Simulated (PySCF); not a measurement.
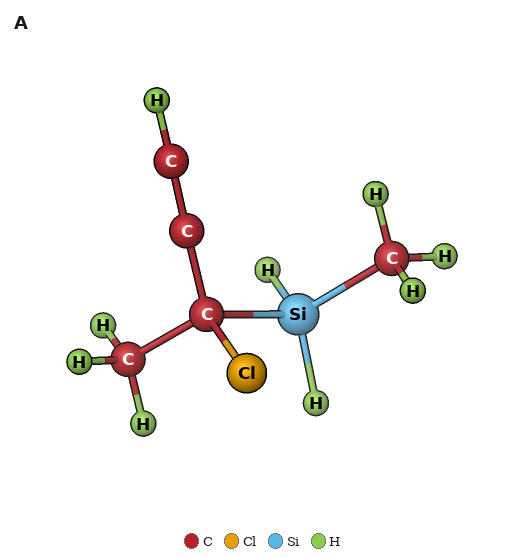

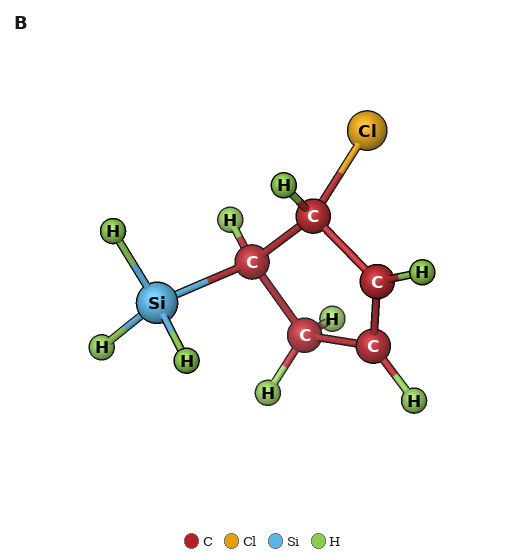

2 stationary structures of one formula. Geometries: GFN2-xTB. Electronic energies: PBE0/pcSseg-1 (PySCF 2.14.0), without zero-point energy. No frequency run is at hand to confirm each as a minimum. Each is one conformer, not always the lowest.

Question: How are they related?

Answer: They are constitutional isomers of C5H9ClSi: A `C#C[C@](C)(Cl)[SiH2]C`, B `[SiH3][C@@H]1CC=C[C@H]1Cl`.

Question: Which structure is the most stable?

Answer: B is lowest; A lies 26.1 kcal/mol above it.

The geometry is semi-empirical. Around Si such bond lengths and angles can be off by a tenth of an ångström or more and by several degrees, and values that hang on the shape move with them.
